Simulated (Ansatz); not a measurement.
# quartet NH+ at 6 levels

Wanted: a comparison of 6 runs (UHF/3-21G, UBHLYP/3-21G, U-r2SCAN0/6-311G**, UB2PLYP/6-311G**, UB3LYP/6-311G**, FCI/3-21G) of quartet NH+. 

The calculation is run with Ansatz 0.2.0.

8 further runs of the same task are left out: 2 that didn't finish, 6 set aside as unsound or not needed.

## Step 1: The structure to begin with

NH+: 2 atoms, total charge +1, spin state quartet. SMILES of the parent species: `[NH+]`. Geometry: relaxed at GFN2-xTB. That shape belongs to the parent species and isn't relaxed for this state.

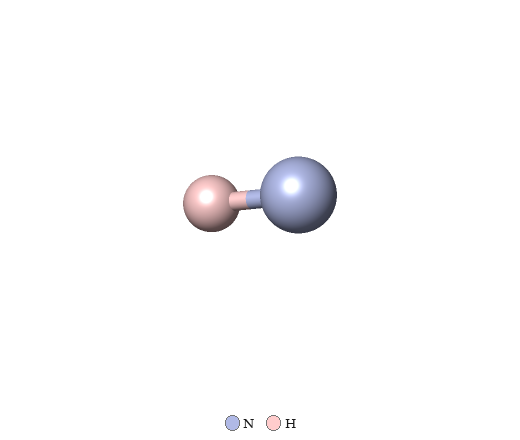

Viewed from a chosen angle; nitrogen light blue, hydrogen pink.

## Step 2: The energy at UHF/3-21G (run 1)

Contents of input.yaml:

```yaml
basis:
  gaussian: {orbitals: 3-21G.json}
crystal:
  periodic: [false, false, false]
  atoms:
    - {symbol: N, position_ang: [0.000000, 0.000000, 0.000000]}
    - {symbol: H, position_ang: [0.000000, 0.000000, 1.092650]}
total_charge: 1
magnetization: {spin_polarized: true, initial_magnetization: 3}
hamiltonian: {xc: hf}
accuracy: high
```

The basis set 3-21G is read from a file made from the Basis Set Exchange's data (not shown).

The run is started by

```
$ ansatz run input.yaml --threads 1 --pin off --max-ram 2610MiB --events-out events.jsonl --progress --plain --runs-dir runs
```

The program printed:

```text
Warning: RAYON_NUM_THREADS=1 ignored (pool sized by the plan → 1); use --threads N
Functional definition: HF
  name "HF"
  exchange = exact_x
  correlation = 0
210 factors; integrals over basis functions are off by at most 3.6e-9 eV
mean field evaluation 1: about -1475.2151 eV, gradient 8.2e0 eV
mean field evaluation 2: about -1475.2182 eV, gradient 8.2e0 eV
mean field evaluation 4: about -1475.7571 eV, gradient 1.3e0 eV
mean field evaluation 8: about -1475.7934 eV, gradient 4.9e-4 eV
mean field -1475.79339594 eV, -54.2344069722 hartree, gradient 9.3e-9 eV, S^2 3.752398; 0 other end points of the search recorded, 0 dependent functions left out
reference -1475.79339594 eV, -54.2344069722 hartree; 5, 2 occupied and 6, 9 virtual orbitals, 210 factors
Total energy: -1475.79339594 eV, -54.2344069722 hartree
```

Run time: 0.06 s. Hardware: 1 thread of Arm Neoverse V1, shared host.

## Step 3: A single-point energy at UBHLYP/3-21G (run 2)

Contents of run.yaml:

```yaml
basis:
  gaussian:
    orbitals: 3-21G.json
crystal:
  periodic: [false, false, false]
  atoms:
    - symbol: "N"
      position_ang: [0.000000, 0.000000, 0.000000]
    - symbol: H
      position_ang: [0.000000, 0.000000, 1.092650]
total_charge: 1
magnetization:
  spin_polarized: true
  initial_magnetization: 3
hamiltonian:
  xc: {name: BHLYP}
accuracy: high
```

The basis set 3-21G is read from a file made from the Basis Set Exchange's data (not shown).

The run is started by

```
$ ansatz run run.yaml --threads 1 --pin off --max-ram 2610MiB --events-out events.jsonl --progress --plain --runs-dir runs
```

The program printed:

```text
Warning: RAYON_NUM_THREADS=1 ignored (pool sized by the plan → 1); use --threads N
Functional definition: BHLYP
  name "BHLYP"
  parameter a = 0.5
  exchange = (1 - a)*b88_x + a*exact_x
  correlation = lyp_c
210 factors; integrals over basis functions are off by at most 3.6e-9 eV
mean field evaluation 1: about -1479.7746 eV, gradient 1.3e1 eV
mean field evaluation 2: about -1480.4581 eV, gradient 4.9e0 eV
mean field evaluation 4: about -1480.5584 eV, gradient 4.7e-1 eV
mean field evaluation 8: about -1480.5571 eV, gradient 2.3e-2 eV
mean field evaluation 16: about -1480.5571 eV, gradient 7.1e-9 eV
mean field -1480.55713527 eV, -54.4094711635 hartree, gradient 7.2e-9 eV, S^2 3.750971; 0 other end points of the search recorded, 0 dependent functions left out
reference -1480.55714419 eV, -54.4094714911 hartree; 5, 2 occupied and 6, 9 virtual orbitals, 210 factors
Total energy: -1480.55714419 eV, -54.4094714911 hartree
```

Wall time 0.4 s (1 thread of Arm Neoverse V1, shared host).

Runs 3 to 5 aren't shown in full; the table further down has their settings and results.

## Step 4: A single-point energy at FCI/3-21G (run 6)

Contents of input.yaml:

```yaml
crystal:
  periodic: [false, false, false]
  atoms:
    - {symbol: N, position_ang: [0.000000, 0.000000, 0.000000]}
    - {symbol: H, position_ang: [0.000000, 0.000000, 1.092650]}
basis:
  gaussian:
    orbitals: 3-21G.json
accuracy: high
correlation:
  method: fci
  frozen_orbitals: {H: 0, "N": 1}
magnetization:
  spin_polarized: true
  initial_magnetization: 3
total_charge: 1
```

The basis set 3-21G is read from a file made from the Basis Set Exchange's data (not shown).

The run is started by

```
$ ansatz run input.yaml --threads 1 --pin off --max-ram 2610MiB --events-out events.jsonl --progress --plain --runs-dir runs
```

The program printed:

```text
Warning: RAYON_NUM_THREADS=1 ignored (pool sized by the plan → 1); use --threads N
Functional definition: HF
  name "HF"
  exchange = exact_x
  correlation = 0
210 factors; integrals over basis functions are off by at most 3.6e-9 eV
mean field evaluation 1: about -1475.2151 eV, gradient 8.2e0 eV
mean field evaluation 2: about -1475.2182 eV, gradient 8.2e0 eV
mean field evaluation 4: about -1475.7571 eV, gradient 1.3e0 eV
mean field evaluation 8: about -1475.7934 eV, gradient 4.9e-4 eV
mean field -1475.79339594 eV, -54.2344069722 hartree, gradient 9.3e-9 eV, S^2 3.752398; 0 other end points of the search recorded, 0 dependent functions left out
mean field evaluation 16: about -1475.7482 eV, gradient 4.5e-1 eV
1 core orbitals not correlated: weight in the atoms' cores, before any rotation towards them, 1.000 or more for the frozen orbitals, at most 0.000 for the correlated occupied ones
reference -1475.74823986 eV, -54.2327475167 hartree; 4, 1 occupied and 6, 9 virtual orbitals, 210 factors
state -1477.00142255 eV, -54.2788011312 hartree
Total energy: -1477.00142255 eV, -54.2788011312 hartree
```

It took 0.24 s on 1 thread of Arm Neoverse V1, shared host.

## Step 5: All runs side by side

```csv
run,level,frozen core orbitals,energy (Eh),⟨S²⟩,wall time
1,UHF/3-21G,–,-54.234407,3.752,0.06 s
2,UBHLYP/3-21G,–,-54.409471,3.751,0.4 s
3,U-r2SCAN0/6-311G**,–,-54.715191,3.753,1.3 s
4,UB2PLYP/6-311G**,1,-54.691781,3.752,0.64 s
5,UB3LYP/6-311G**,–,-54.730545,3.752,0.6 s
6,FCI/3-21G,1,-54.278801,–,0.24 s
```

## Step 6: Summary of results

```
                                         quantity         value
                              run 6: total energy  -54.27880 Eh
run 6: correlation energy (1 core orbital frozen)     -46.1 mEh
```

**Reading.** Against full CI in this basis: UHF +44.4 mEh. Totals of different functionals can't be ranked against each other. All runs together took 3.2 s, the longest 1.3 s.
